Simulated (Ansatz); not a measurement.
The parent structure is KMgF3 in the cubic perovskite structure (space group Pm-3m, No. 221; a = 3.991 Å). Axes: x, y, z lie along the cube axes.

It is then changed as follows: compressive biaxial strain of 2.00 % in the plane normal to [111], as in epitaxy on a mismatched substrate; the out-of-plane cell vector and the atoms relax.

Method: plane-wave PAW DFT at the PBEsol level (Ansatz, a program for electronic structure, 420 eV), spin-orbit coupling left out.

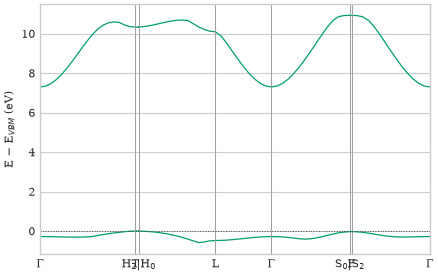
Figure. Highest valence and lowest conduction band along the path of the changed cell's own zone

Problem. Read the changed gap and its character from the plot.

Solution. About 7.3 eV, indirect, T → Γ.

Whether these cells are dynamically stable was not tested. Labels are those of the standard path for the cell's own space group.
